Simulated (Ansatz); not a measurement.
Phonon calculation, with input and output: SnH4

The run: phonon calculation of SnH4. Method and program: RKS PBE0-D4/def2-TZVP (Ansatz 0.2.0).

The geometry comes from this level: PBE0-D4/def2-TZVP. Figures and captions count atoms from 1; the log counts them from 0 in places.

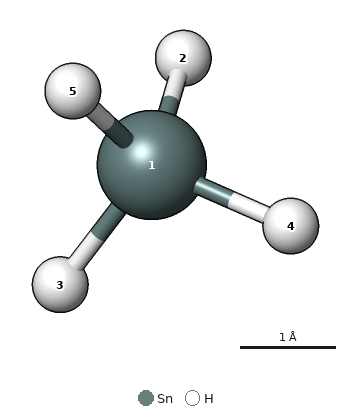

**Figure 1.** The input geometry (ball-and-stick view, seen at a tilt; atoms are numbered from 1 in the order of the input). Sticks mark near contacts. Bond lengths as drawn: H–Sn 1.70 Å.

Summary:

- outcome: converged
- total energy: −5895.7896 eV
- mean-field energy: −5895.7471 eV
- dispersion energy: −0.0425 eV
- largest force (length of the vector): 0.001 eV/Å
- dipole moment: 0.00 D
- hardware: 2 CPU threads, shared host
- wall time: 14 s (CPU time 17 s)
- peak memory: 0.15 GiB

Input:
```yaml
crystal:
  periodic: [false, false, false]
  atoms:
    - {symbol: Sn, position_ang: [-1.381695, -0.028253, -0.675304]}
    - {symbol: H, position_ang: [-0.183831, 0.299067, -1.841735]}
    - {symbol: H, position_ang: [-1.358306, 1.186521, 0.519000]}
    - {symbol: H, position_ang: [-2.911304, -0.058276, -1.424971]}
    - {symbol: H, position_ang: [-1.073236, -1.540325, 0.046552]}
basis:
  gaussian: {orbitals: def2-TZVP}
hamiltonian: {xc: pbe0, dispersion: d4}
phonons: {temperatures: {t_min: 298.15, t_max: 900, t_step: 200}}
```

Log:
```
Functional definition: PBE0
  name "PBE0"
  cite "Adamo & Barone, J. Chem. Phys. 110, 6158 (1999) doi:10.1063/1.478522"
  cite "Perdew, Burke & Ernzerhof, Phys. Rev. Lett. 77, 3865 (1996) doi:10.1103/PhysRevLett.77.3865"
  parent pbe
  parameter a = 0.25
  parameter kappa = 0.804
  parameter beta = 0.06672455060314922
  exchange = (1 - a)*pbe_x(kappa = kappa, mu = beta*pi^2/3) + a*exact_x
  correlation = pbe_c(beta = beta)
637 factors; their error is unknown
mean field evaluation 1: about -5895.4310 eV, gradient 9.9e0 eV
mean field evaluation 2: about -5895.6338 eV, gradient 5.1e0 eV
mean field evaluation 4: about -5895.6722 eV, gradient 3.2e-2 eV
mean field evaluation 8: about -5895.7471 eV, gradient 6.9e-3 eV
mean field -5895.74707594 eV, -216.6647087597 hartree, gradient 3.7e-5 eV, S^2 0.000000; 0 other end points of the search recorded, 0 dependent functions left out
the calculation of the forces begins
reference -5895.74711143 eV, -216.6647100643 hartree; 13, 13 occupied and 61, 61 virtual orbitals, 637 factors
these checks for a lower state are left out or cut short: stability, starts, cluster_reference, orbital_swaps, neighbouring_geometries, increment
637 factors; their error is unknown
mean field evaluation 16: about -5895.7470 eV, gradient 1.7e-1 eV
mean field -5895.74700994 eV, -216.6647063345 hartree, gradient 1.4e-6 eV, S^2 0.000000; 0 other end points of the search recorded, 0 dependent functions left out
[... from here on the field's lines of each further geometry are left out, up to the last ...]
the calculation of the forces begins
reference -5895.74708852 eV, -216.6647092221 hartree; 13, 13 occupied and 61, 61 virtual orbitals, 637 factors
these checks for a lower state are left out or cut short: stability, starts, cluster_reference, orbital_swaps, neighbouring_geometries, increment
637 factors; their error is unknown
mean field evaluation 128: about -5895.7471 eV, gradient 1.2e-5 eV
mean field -5895.74705850 eV, -216.6647081191 hartree, gradient 2.3e-6 eV, S^2 0.000000; 0 other end points of the search recorded, 0 dependent functions left out
the calculation of the forces begins
reference -5895.74709400 eV, -216.6647094237 hartree; 13, 13 occupied and 61, 61 virtual orbitals, 637 factors
Total energy: -5895.78960622 eV, -216.6662717188 hartree
Atom 0 at    -1.381695    -0.028253    -0.675304 Å, force     0.000051    -0.000006     0.000065 eV/Å
Atom 1 at    -0.183831     0.299067    -1.841735 Å, force     0.000415     0.000141    -0.000560 eV/Å
Atom 2 at    -1.358306     1.186521     0.519000 Å, force    -0.000058     0.000483     0.000476 eV/Å
Atom 3 at    -2.911304    -0.058276    -1.424971 Å, force    -0.000465    -0.000002    -0.000267 eV/Å
Atom 4 at    -1.073236    -1.540325     0.046552 Å, force     0.000057    -0.000616     0.000286 eV/Å
Dipole moment:    -0.000022     0.000000    -0.000014 e Å
Vibrations: 686.26 686.27 686.28 755.64 755.65 1960.44 1961.46 1961.48 1961.48 cm⁻¹, zero-point energy 0.707638 eV
```

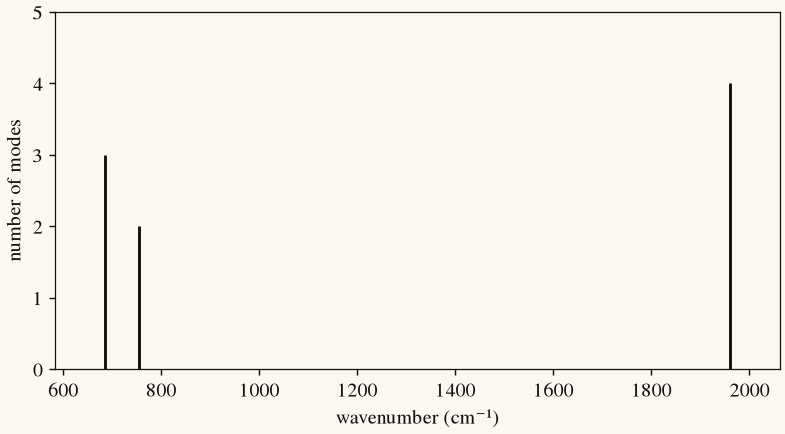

**Figure 2.** Harmonic vibrational wavenumbers from the force constants; neighbouring modes closer than 6 cm⁻¹ are counted in one stick. 9 modes from 686 to 1961 cm⁻¹, none imaginary.

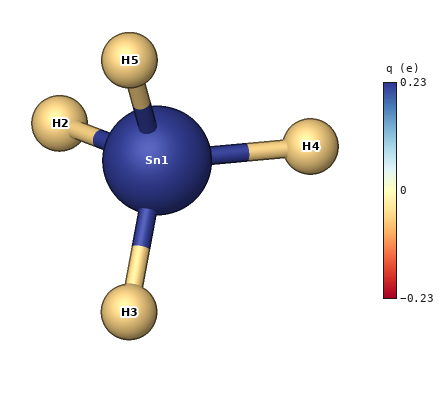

**Figure 3.** Mulliken charges, as the colour of each atom (ball-and-stick view, seen at a tilt; atoms are numbered from 1 in the order of the input). By element: Sn +0.22 and H −0.06 e.
